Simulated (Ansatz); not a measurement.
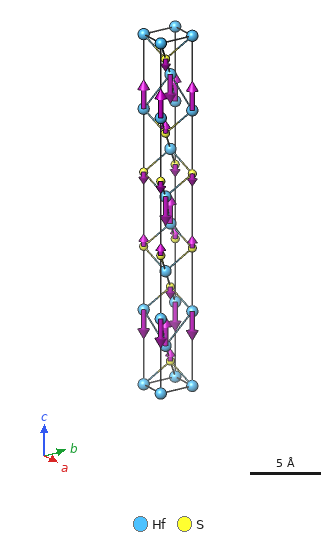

A relaxation of solid Hf3S2 (built on the tetradymite_166 type). The starting structure is drawn; purple arrows show the displacements (the part carried along by the change of the cell is left out), magnified 20 times.

The picture is a ball-and-stick view of the conventional cell (3 times the calculation's cell), seen slightly off an axis. Lengths and directions refer to the drawn axes.

Case: anti-tetradymite type (R-3m, No. 166).

Theory: DFT PBE, scalar-relativistic, plane waves, PAW in Ansatz. Set-up: plane-wave cutoff 420 eV; k-point mesh 12 × 12 × 12; occupations gaussian; smearing width 0.1 eV; no spin polarisation; cell and atoms relaxed; force threshold 0.01 eV/Å; at most 80 steps.

> Which element moves most?

Hafnium: up to 0.11 Å, against 0.05 Å for sulfur.

> What happened in the run?

The largest moves relative to the cell, 0.11 Å, are those of Hf atoms. Largest moves by element: Hf 0.11 Å, S 0.05 Å. The volume changes by +0.4 %, with a = b 3.545 → 3.423 Å (−3.4 %), c 25.682 → 27.664 Å (+7.7 %). Some distances before and after: Hf–Hf 3.545 → 3.423 Å, Hf–Hf 3.142 → 3.068 Å, Hf–S 2.556 → 2.614 Å, Hf–S 2.572 → 2.624 Å. Among the angles between lasting bonds that change: S–Hf–S 87.8° → 81.8°, Hf–S–Hf 87.8° → 81.8°, Hf–S–Hf 92.5° → 98.4°. The space group stays R-3m (No. 166). Over 8 accepted moves (13 points after the start) the energy falls by 5.2 meV per atom. Largest force component: 0.099 eV/Å at the start, 0.00036 eV/Å at the end. Pressure: 0.26 GPa at the start and 0.00 GPa at the end. The line search rejected the trial steps at points 1, 6, 11 of the run. At 2 points the geometry stayed and the basis and grid were re-selected for the new cell (energy shift of 0.1 meV per atom at most each time). Cost: 7.8 min on 1 thread of Intel(R) Xeon(R) 6975P-C (Granite Rapids), on a shared host, peak memory 0.94 GiB.
